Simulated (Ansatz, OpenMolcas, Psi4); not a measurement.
A small benchmark: atomisation enthalpy at 298 K

6 molecules holding an element past argon; the atomisation enthalpy at 298 K in kJ/mol, computed less measured. Shapes, held fixed at every level: PBE0-D4/def2-TZVP. Thermal terms are harmonic and unscaled (PBE0-D4/def2-TZVP); the spin-orbit lowering of the free atoms is taken from their spectra. Programs: Ansatz 0.2.0, OpenMolcas 26.06, Psi4 1.11. A level may come from different programs for different species; with the same settings they agree closely. Measured values: Active Thermochemical Tables, CRC Handbook of Chemistry and Physics, NIST-JANAF tables.

Levels: A = HF/STO-3G; B = r2SCAN-D4/def2-TZVPP; C = MP2/def2-SVP; D = MP2/def2-TZVPP.

```csv
molecule,from tabulated heats,A,B,C,D
I2 (iodine),151,-73,-16,-64,-17
AsF3 (arsenic trifluoride),1326,-903,+25,-88,+41
BBrCl2 (bromodichloroborane),1262,-115,+39,+6,+42
CH3Br (bromomethane),1519,-94,+1,-83,-23
CHBrF2 (bromodifluoromethane),1630,-517,+19,-44,+27
C2H5I (iodoethane),2638,-149,-2,-125,-36
```

(1) Which level does best on this set, which worst, and which err to one side?

Results:

(1) 
| level | kind | mean error | mean absolute error | worst case |
| --- | --- | --- | --- | --- |
| HF/STO-3G | Hartree–Fock | -308.5 | 308.5 | AsF3 |
| r2SCAN-D4/def2-TZVPP | meta-GGA | +11.0 | 17.0 | BBrCl2 |
| MP2/def2-SVP | perturbation theory | -66.3 | 68.3 | C2H5I |
| MP2/def2-TZVPP | perturbation theory | +5.7 | 31.0 | BBrCl2 |

On this set r2SCAN-D4/def2-TZVPP has the smallest mean absolute error and HF/STO-3G the largest. HF/STO-3G is too low in 6 of 6; r2SCAN-D4/def2-TZVPP is too high in 4 of 6; MP2/def2-SVP is too low in 5 of 6. The molecules' own spin-orbit binding is left out, so errors for heavy halides read too negative. Heats of the atoms come from ATcT where it has them, that of boron, 570 kJ/mol, from recent work. The levels differ in basis as well as in method. With so many references in doubt the order of the levels isn't settled. The tabulated values of AsF3, BBrCl2 are in doubt (older tables, estimates, or at odds with other calculations) and kept here. Over the 4 molecules whose values aren't doubted the mean absolute errors are A 208.2; B 9.5; C 79.0; D 25.8. Hartree–Fock lacks correlation and underbinds. Correlated wave functions converge slowly with the basis. For atoms past krypton def2 sets carry core potentials with scalar relativity. All-electron rows are non-relativistic unless named. Relativity is left out for As, Br. Outer-core shells of As, Br, I are correlated, in sets that cover them unevenly. The set is small.

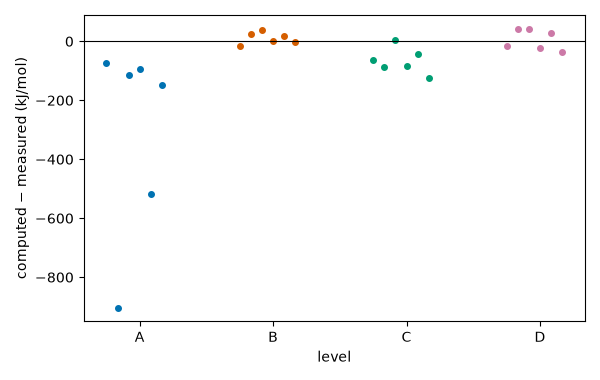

Errors of each level, one point a molecule.
